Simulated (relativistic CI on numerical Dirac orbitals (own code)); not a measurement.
**Mn⁺ (3d6) in crystal fields: levels and magnetism**

Aim: the levels, ground state and powder susceptibility of Mn⁺ in 6 parametric crystal fields.

Method: Dirac-Coulomb-Breit CI, KLI orbitals optimised for each configuration, model QED (radiative potential, 1s self-energy scaled to tabulated hydrogen-like ionisation energies), valence Slater integrals scaled by 0.8, one configuration in a parametric crystal field. Code: relativistic CI on numerical Dirac orbitals (own code) version 1.

**1. What is computed**

| Item | Value |
| --- | --- |
| ion | Mn⁺ (Mn II) |
| nuclear charge | 25 |
| electrons | 24 |
| open shell | 3d6 |
| Slater scale | 0.8 |
| field 1 (cm⁻¹) | D3d, 10Dq = 9650, Dsigma = -1200, Dtau = 60 |
| field 2 (cm⁻¹) | D3d, 10Dq = 9650, Dsigma = -980, Dtau = 60 |
| field 3 (cm⁻¹) | D3d, 10Dq = 9650, Dsigma = -760, Dtau = 60 |
| field 4 (cm⁻¹) | D3d, 10Dq = 9650, Dsigma = -550, Dtau = 60 |
| field 5 (cm⁻¹) | D3d, 10Dq = 9650, Dsigma = -330, Dtau = 60 |
| field 6 (cm⁻¹) | D3d, 10Dq = 9650, Dsigma = -110, Dtau = 60 |

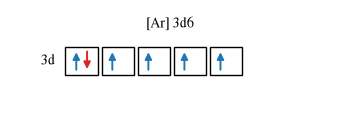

Outer shells as boxes.

**2. Field 1: D3d, 10Dq = 9650, Dsigma = -1200, Dtau = 60**

Settings, as recorded:

```ini
atom Mn  Z=25  charge=1  electrons=24
nucleus A=55  rms_radius_fm=3.7057
hamiltonian dirac-coulomb  breit=on  qed=on  c_scale=1
orbitals kli  potential=per-configuration
slater_scale 0.8
correlation none
mixing on
configurations
  [Ar] 3d6
end
crystal_field D3d 10Dq=9650 Dsigma=-1200 Dtau=60
```

Main fields of the result record, rounded:

```text
{
  "status": "converged",
  "cf_levels [E_cm, degeneracy, irrep, S_eff, L_eff, J_eff, g_principal]": [
    [0, 2, "E", 1.999, 2.001, 3.759, "-"],
    [88.1, 1, "A1", 1.999, 2.001, 3.429, "-"],
    [93.5, 1, "A2", 1.999, 2.001, 3.401, "-"],
    [179.2, 2, "E", 1.999, 2.001, 3.037, "-"],
    [265.5, 2, "E", 1.999, 2.002, 2.608, "-"],
    [349.7, 1, "A1", 1.998, 2.002, 2.104, "-"],
    [349.9, 1, "A2", 1.998, 2.002, 2.103, "-"],
    [3669, 1, "A1", 1.997, 2.006, 3.036, "-"],
    [3672.1, 2, "E", 1.997, 2.005, 3.029, "-"],
    [3679.8, 2, "E", 1.998, 2.004, 3.011, "-"],
    [5351.7, 1, "A1", 0.1013, 4.636, 4.636, "-"],
    [7189.3, 2, "E", 1.003, 3.729, 4.142, "-"],
    [7273.7, 2, "E", 1.003, 3.742, 4.03, "-"],
    [7375.6, 1, "A2", 1.003, 3.757, 3.861, "-"],
    [7429.3, 1, "A1", 0.976, 3.804, 3.981, "-"],
    [8492.2, 2, "E", 1.003, 3.981, 4.222, "-"],
    [8539.5, 1, "A1", 0.9943, 3.995, 4.157, "-"],
    [10965.2, 1, "A2", 1, 4.269, 4.446, "-"],
    "... 27 more rows left out ..."
  ],
  "chiT [K, cm3 K/mol]": [[2, 3.75255], [5, 3.79985], [10, 3.87869], [20, 4.03278], [50, 4.30654], [100, 4.31214], [200, 4.05431], [300, 3.8741]],
  "stabilisation [cm-1]": -5250.63,
  "radial 3d6 [Ha, bohr]": {"<r^-3>(3d)": 3.6734, "<r^1>(3d)": 1.2679, "<r^2>(3d)": 2.141, "<r^4>(3d)": 12.431, "F2(3d,3d)": 0.3309, "F4(3d,3d)": 0.20365, "zeta(3d)": 0.0011518},
  "n_levels_all": 141,
  "free-ion levels [i, E_cm, J2, term, w_term]": [
    [0, 0, 8, "5D", 0.9992],
    [1, 259.39462, 6, "5D", 0.9996],
    [2, 442.85629, 4, "5D", 0.9993],
    [3, 561.03775, 2, "5D", 0.999],
    [4, 619.00772, 0, "5D", 0.9987],
    [5, 14541.482, 12, "3H", 0.9984],
    [6, 14696.085, 10, "3H", 0.994],
    [7, 14813.808, 8, "3H", 0.9916],
    [8, 16007.107, 4, "3P", 0.9979],
    [9, 16741.591, 8, "3F", 0.9656],
    [10, 16774.412, 2, "3P", 0.9983],
    [11, 16885.718, 6, "3F", 0.978],
    [12, 16986.843, 4, "3F", 0.9987],
    [13, 17098.385, 0, "3P", 0.9936],
    [14, 18483.458, 10, "3G", 0.994],
    [15, 18717.1, 8, "3G", 0.9672],
    [16, 18841.422, 6, "3G", 0.9781],
    [17, 21915.198, 12, "1I", 0.9984],
    "... 16 more rows left out ..."
  ]
}
```

Wall time 0.15 s (1 thread, shared host).

**3. Field 2: D3d, 10Dq = 9650, Dsigma = -980, Dtau = 60**

Changes to the settings of step 2:

```diff
@@ -10,2 +10,2 @@
 end
-crystal_field D3d 10Dq=9650 Dsigma=-1200 Dtau=60
+crystal_field D3d 10Dq=9650 Dsigma=-980 Dtau=60
```

From the record:

```text
{
  "status": "converged",
  "cf_levels [E_cm, degeneracy, irrep, S_eff, L_eff, J_eff, g_principal]": [
    [0, 2, "E", 1.999, 2.001, 3.737, "-"],
    [83.6, 1, "A1", 1.999, 2.001, 3.426, "-"],
    [90.6, 1, "A2", 1.999, 2.001, 3.388, "-"],
    [172, 2, "E", 1.999, 2.001, 3.044, "-"],
    [254.9, 2, "E", 1.999, 2.002, 2.633, "-"],
    [336.1, 1, "A1", 1.998, 2.003, 2.15, "-"],
    [336.3, 1, "A2", 1.998, 2.002, 2.149, "-"],
    [2918.1, 1, "A1", 1.997, 2.005, 3.02, "-"],
    [2920.9, 2, "E", 1.998, 2.004, 3.015, "-"],
    [2928.2, 2, "E", 1.998, 2.003, 3.004, "-"],
    [5208.6, 1, "A1", 0.09653, 4.642, 4.641, "-"],
    [7110.7, 2, "E", 1.003, 3.738, 4.153, "-"],
    [7199.6, 2, "E", 1.002, 3.751, 4.05, "-"],
    [7313, 1, "A2", 1.003, 3.768, 3.869, "-"],
    "... 31 more rows left out ..."
  ],
  "chiT [K, cm3 K/mol]": [[2, 3.68021], [5, 3.72984], [10, 3.81256], [20, 3.97329], [50, 4.24731], [100, 4.247], [200, 3.99758], [300, 3.82964]],
  "stabilisation [cm-1]": -4937.09,
  "n_levels_all": 141
}
```

It took 0.15 s on 1 thread, shared host.

**4. Field 3: D3d, 10Dq = 9650, Dsigma = -760, Dtau = 60**

Changes to the settings of step 3:

```diff
@@ -10,2 +10,2 @@
 end
-crystal_field D3d 10Dq=9650 Dsigma=-980 Dtau=60
+crystal_field D3d 10Dq=9650 Dsigma=-760 Dtau=60
```

From the record:

```text
{
  "status": "converged",
  "cf_levels [E_cm, degeneracy, irrep, S_eff, L_eff, J_eff, g_principal]": [
    [0, 2, "E", 1.999, 2.001, 3.714, "-"],
    [78.1, 1, "A1", 1.999, 2.001, 3.43, "-"],
    [87.6, 1, "A2", 1.999, 2.001, 3.373, "-"],
    [163.8, 2, "E", 1.999, 2.001, 3.056, "-"],
    [243, 2, "E", 1.999, 2.002, 2.665, "-"],
    [321.2, 1, "A1", 1.998, 2.003, 2.2, "-"],
    [321.5, 1, "A2", 1.998, 2.002, 2.199, "-"],
    [2180.6, 1, "A1", 1.998, 2.004, 2.995, "-"],
    [2182.9, 2, "E", 1.998, 2.003, 2.994, "-"],
    [2189.2, 2, "E", 1.999, 2.002, 2.993, "-"],
    [5047, 1, "A1", 0.09347, 4.646, 4.645, "-"],
    [7011.7, 2, "E", 1.002, 3.747, 4.166, "-"],
    [7101.7, 2, "E", 1.002, 3.761, 4.076, "-"],
    [7227.9, 1, "A2", 1.003, 3.779, 3.876, "-"],
    "... 31 more rows left out ..."
  ],
  "chiT [K, cm3 K/mol]": [[2, 3.59872], [5, 3.65156], [10, 3.7396], [20, 3.90913], [50, 4.18384], [100, 4.17871], [200, 3.94191], [300, 3.78892]],
  "stabilisation [cm-1]": -4636.11,
  "n_levels_all": 141
}
```

Run time: 0.15 s. Hardware: 1 thread, shared host.

**5. Field 4: D3d, 10Dq = 9650, Dsigma = -550, Dtau = 60**

Changes to the settings of step 4:

```diff
@@ -10,2 +10,2 @@
 end
-crystal_field D3d 10Dq=9650 Dsigma=-760 Dtau=60
+crystal_field D3d 10Dq=9650 Dsigma=-550 Dtau=60
```

From the record:

```text
{
  "status": "converged",
  "cf_levels [E_cm, degeneracy, irrep, S_eff, L_eff, J_eff, g_principal]": [
    [0, 2, "E", 1.999, 2.001, 3.695, "-"],
    [71, 1, "A1", 1.999, 2.001, 3.449, "-"],
    [85, 1, "A2", 1.999, 2.001, 3.357, "-"],
    [154.6, 2, "E", 1.999, 2.002, 3.078, "-"],
    [230.2, 2, "E", 1.999, 2.002, 2.707, "-"],
    [306.2, 1, "A1", 1.998, 2.003, 2.251, "-"],
    [306.5, 1, "A2", 1.998, 2.003, 2.25, "-"],
    [1492, 1, "A1", 1.998, 2.004, 2.951, "-"],
    [1493.7, 2, "E", 1.998, 2.003, 2.956, "-"],
    [1498.1, 2, "E", 1.999, 2.002, 2.973, "-"],
    [4876.8, 1, "A1", 0.09181, 4.649, 4.647, "-"],
    [6899.3, 2, "E", 1.002, 3.756, 4.181, "-"],
    [6983.9, 2, "E", 1.002, 3.772, 4.114, "-"],
    [7090.3, 1, "A1", 0.9938, 3.809, 4.122, "-"],
    "... 31 more rows left out ..."
  ],
  "chiT [K, cm3 K/mol]": [[2, 3.50694], [5, 3.56468], [10, 3.66086], [20, 3.84309], [50, 4.12072], [100, 4.11545], [200, 3.89872], [300, 3.76408]],
  "stabilisation [cm-1]": -4362.14,
  "n_levels_all": 141
}
```

It took 0.15 s on 1 thread, shared host.

**6. Field 5: D3d, 10Dq = 9650, Dsigma = -330, Dtau = 60**

Changes to the settings of step 5:

```diff
@@ -10,2 +10,2 @@
 end
-crystal_field D3d 10Dq=9650 Dsigma=-550 Dtau=60
+crystal_field D3d 10Dq=9650 Dsigma=-330 Dtau=60
```

From the record:

```text
{
  "status": "converged",
  "cf_levels [E_cm, degeneracy, irrep, S_eff, L_eff, J_eff, g_principal]": [
    [0, 2, "E", 1.999, 2.001, 3.692, "-"],
    [57.3, 1, "A1", 1.999, 2.001, 3.527, "-"],
    [84.8, 1, "A2", 1.999, 2.001, 3.338, "-"],
    [142, 2, "E", 1.999, 2.002, 3.142, "-"],
    [213.5, 2, "E", 1.999, 2.002, 2.804, "-"],
    [291.4, 1, "A1", 1.998, 2.003, 2.31, "-"],
    [292.1, 1, "A2", 1.998, 2.003, 2.307, "-"],
    [796.1, 2, "E", 1.999, 2.002, 2.902, "-"],
    [796.7, 1, "A1", 1.998, 2.003, 2.832, "-"],
    [796.9, 2, "E", 1.998, 2.003, 2.849, "-"],
    [4684.8, 1, "A1", 0.09132, 4.651, 4.649, "-"],
    [6766, 2, "E", 1.002, 3.768, 4.2, "-"],
    [6823.9, 2, "E", 1.002, 3.789, 4.184, "-"],
    [6869.9, 1, "A1", 1.001, 3.813, 4.19, "-"],
    "... 31 more rows left out ..."
  ],
  "chiT [K, cm3 K/mol]": [[2, 3.35481], [5, 3.4267], [10, 3.54612], [20, 3.75984], [50, 4.0559], [100, 4.07512], [200, 3.90425], [300, 3.78817]],
  "stabilisation [cm-1]": -4092.56,
  "n_levels_all": 141
}
```

Run time: 0.15 s. Hardware: 1 thread, shared host.

**7. Field 6: D3d, 10Dq = 9650, Dsigma = -110, Dtau = 60**

Changes to the settings of step 6:

```diff
@@ -10,2 +10,2 @@
 end
-crystal_field D3d 10Dq=9650 Dsigma=-330 Dtau=60
+crystal_field D3d 10Dq=9650 Dsigma=-110 Dtau=60
```

From the record:

```text
{
  "status": "converged",
  "cf_levels [E_cm, degeneracy, irrep, S_eff, L_eff, J_eff, g_principal]": [
    [0, 1, "A1", 1.999, 2.001, 3.758, "-"],
    [2.2, 2, "E", 1.999, 2.001, 3.774, "-"],
    [105.9, 2, "E", 1.999, 2.002, 3.271, "-"],
    [127.3, 2, "E", 1.999, 2.002, 3.313, "-"],
    [142.9, 1, "A2", 1.999, 2.001, 3.318, "-"],
    [275.5, 1, "A1", 1.997, 2.004, 2.518, "-"],
    [291.6, 2, "E", 1.998, 2.003, 2.482, "-"],
    [317.8, 2, "E", 1.998, 2.002, 2.406, "-"],
    [334.7, 1, "A2", 1.998, 2.003, 2.367, "-"],
    [336.9, 1, "A1", 1.998, 2.003, 2.354, "-"],
    [4536, 1, "A1", 0.09208, 4.652, 4.65, "-"],
    [6628.3, 2, "E", 1.001, 3.813, 4.221, "-"],
    [6632.1, 1, "A1", 1.001, 3.815, 4.194, "-"],
    [6676.1, 2, "E", 1.002, 3.781, 4.212, "-"],
    "... 31 more rows left out ..."
  ],
  "chiT [K, cm3 K/mol]": [[2, 2.77184], [5, 3.15432], [10, 3.28974], [20, 3.49076], [50, 3.94548], [100, 4.1358], [200, 3.98906], [300, 3.8356]],
  "stabilisation [cm-1]": -3898.17,
  "n_levels_all": 141
}
```

It took 0.15 s on 1 thread, shared host.

**8. Comparison of the fields**

| field | ground state | degeneracy | S | J | first gap (cm⁻¹) | stabilisation (cm⁻¹) | χT at 2 K | χT at 300 K |
| --- | --- | --- | --- | --- | --- | --- | --- | --- |
| 1: D3d | E | 2 | 2.00 | 3.76 | 88 | -5251 | 3.753 | 3.874 |
| 2: D3d | E | 2 | 2.00 | 3.74 | 84 | -4937 | 3.680 | 3.830 |
| 3: D3d | E | 2 | 2.00 | 3.71 | 78 | -4636 | 3.599 | 3.789 |
| 4: D3d | E | 2 | 2.00 | 3.70 | 71 | -4362 | 3.507 | 3.764 |
| 5: D3d | E | 2 | 2.00 | 3.69 | 57 | -4093 | 3.355 | 3.788 |
| 6: D3d | A1 | 1 | 2.00 | 3.76 | 2 | -3898 | 2.772 | 3.836 |

χT is in cm³ K/mol; stabilisation counts from the free ion's lowest level; S and J come from the expectation values of their squares.

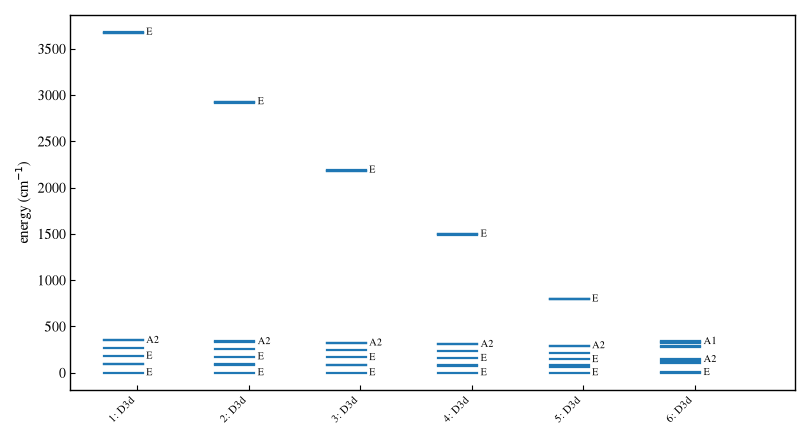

The lowest levels in each field.

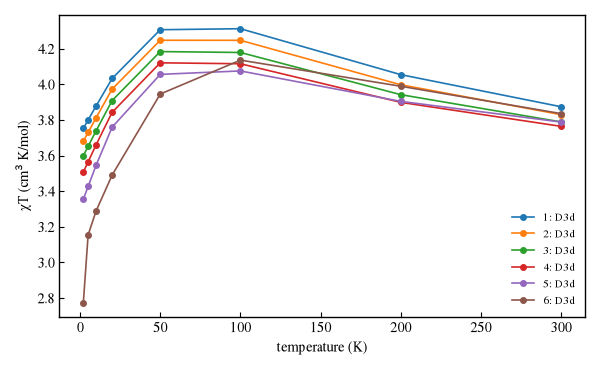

χT against temperature, by Van Vleck's formula.

**9. Summary of results**

```
                           quantity                                                 value
ground spin (effective S from ⟨S²⟩)  1: 2.00, 2: 2.00, 3: 2.00, 4: 2.00, 5: 2.00, 6: 2.00
                        χT at 300 K                                3.76 to 3.87 cm³ K/mol
```

All fields leave the ground state at S = 2. The field is a set of parameters, without covalency or charge transfer.
